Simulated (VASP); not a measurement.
Band structure of MnN (relaxed from the NiAs type structure, space group P6_3/mmc). Calculation: PBEsol GGA, VASP's PBE PAW potentials (set 64) (plane waves; VASP 6.6.1).

The moments were started parallel, and other spin orders were not tried in this run.

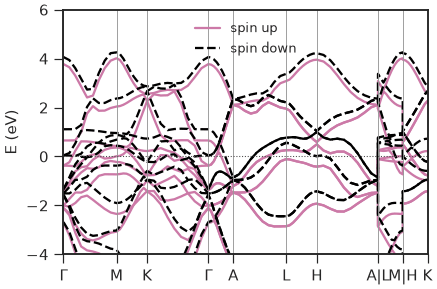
*Bands along high-symmetry lines, zero at the valence-band maximum or, without a gap, the Fermi level*

Problem. Read the plot: is there a gap, and where are the band edges?

Solution. It has no gap at this level: it comes out as a metal or semimetal. (Edges off the drawn lines would not show.)

The structure was generated: MnN was put into the NiAs type type (P6_3/mmc), which need not be its known phase. It was relaxed first, which changed the volume by -32 %.
